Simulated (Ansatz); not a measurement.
System: BCl2HO···HF.

```xyz
7

B     0.0765   -0.3625   -0.0142
Cl   -0.0118   -0.6964    1.7861
Cl    1.6409   -0.3232   -0.7770
O    -1.0398   -0.3111   -0.7428
H    -1.8397   -0.3960   -0.2155
F     0.0788    2.0781    0.6304
H     0.3680    1.8263    1.4722
```

Not at a stationary point (largest force 0.8 eV/Å).

Computed with Ansatz, RKS PBE0-D4/def2-SVP.

Q: Predict the electron density and electron localisation function between the atoms.

A: B–O (1.33 Å): ρ at the midpoint is about 2.3 e/Å³; the ELF peaks at about 0.90 between the atoms; a short, strongly polar bond.
B–Cl (1.74 Å): the density is about 1.4 e/Å³ at the midpoint; the ELF peaks at about 0.90 between the atoms, as expected for a polar covalent bond.
B–Cl (1.83 Å): the density is about 1.2 e/Å³ at the midpoint, with its minimum of 0.87 e/Å³ about 0.6 Å from B; the ELF peaks at about 0.90 between the atoms: a shared but strongly polarised pair.
O–H (0.96 Å): ρ is about 3.7 e/Å³ halfway; the ELF climbs to about 1 towards the hydrogen, as it does in any bond to H; a covalent bond by its length.

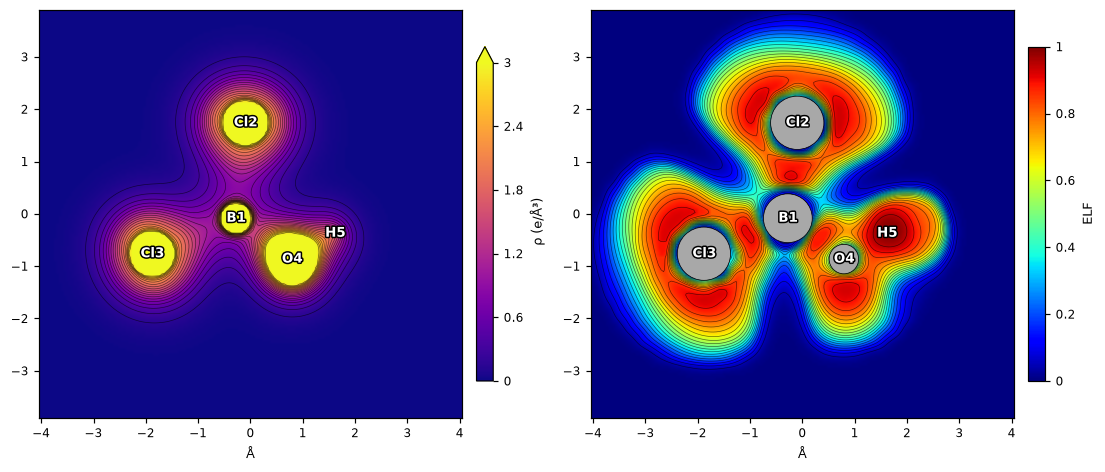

Computed electron density and electron localisation function on the plane of atoms Cl2, B1 and Cl3, in this order. Grey discs cover the atomic cores in the ELF map. 
